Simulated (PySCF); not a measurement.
Vertical excitations of a molecule CH7NSi2 from TDDFT-PBE/def2-SVPD (PySCF), as energy in eV (oscillator strength): 4.48 (0.001), 4.77 (0.000), 5.40 (0.007), 5.43 (0.005), 5.81 (0.087), 6.17 (0.126), 6.24 (0.002), 6.31 (0.008), 6.59 (0.030), 6.60 (0.027). Lowest triplet (TDA): 4.30 eV. Geometry: B3LYP-D3(BJ)/def2-SVP. Other conformers were not sampled.

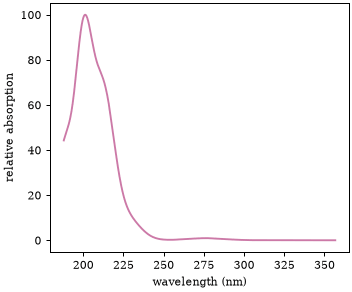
Figure: The lines broadened by 0.4 eV.

Which molecule gave these data?
A. C1N[SiH2][SiH2]1
B. [SiH3]/C=N\[SiH3]
C. C1[SiH2]N[SiH2]1

A, C1N[SiH2][SiH2]1
